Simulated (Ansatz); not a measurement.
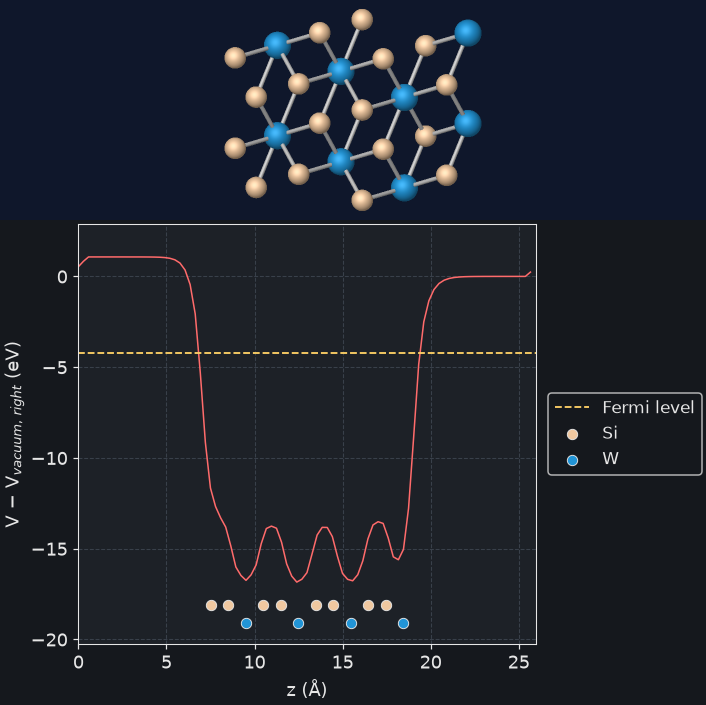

Plane-averaged electrostatic potential energy of an electron across the slab; circles at the bottom mark the heights of the atoms. The structure is drawn too.

System: a (101) slab cut from Si2W (I4/mmm), ended by W above and Si below, 12 atoms in the cell.

```yaml
crystal:
  lattice:
    - [3.22900, 0.00000, 0.00000]
    - [-1.61450, 4.25186, 0.00000]
    - [0.00000, 0.00000, 25.94919]
  atoms:
    - { symbol: Si, position: [0.71367, 0.42733, 0.28903] }
    - { symbol: Si, position: [0.43052, 0.86104, 0.32711] }
    - { symbol: W, position: [0.14418, 0.28837, 0.36563] }
    - { symbol: Si, position: [0.85785, 0.71570, 0.40414] }
    - { symbol: Si, position: [0.57470, 0.14940, 0.44223] }
    - { symbol: W, position: [0.28837, 0.57673, 0.48074] }
    - { symbol: Si, position: [0.00203, 0.00407, 0.51926] }
    - { symbol: Si, position: [0.71889, 0.43777, 0.55734] }
    - { symbol: W, position: [0.43255, 0.86510, 0.59586] }
    - { symbol: Si, position: [0.14622, 0.29243, 0.63437] }
    - { symbol: Si, position: [0.86307, 0.72614, 0.67246] }
    - { symbol: W, position: [0.57673, 0.15347, 0.71097] }
```

Computed with Ansatz: DFT PBE, scalar-relativistic, plane waves, PAW, no spin polarisation, 11×8×1 k mesh, Fermi-Dirac smearing of 0.3 eV.

Q: Read off the work function of each face.

A: The work function is 4.19 eV at the right face and 5.27 eV at the left.

Q: How thick are slab and vacuum?

A: The outermost atoms are 10.9 Å apart, which leaves 15.0 Å of vacuum in a cell 25.9 Å high.

The atoms aren't at rest in this cell (largest force 2.2 eV/Å), so the relaxed material can differ. Spin-orbit coupling is left out, which matters for W.
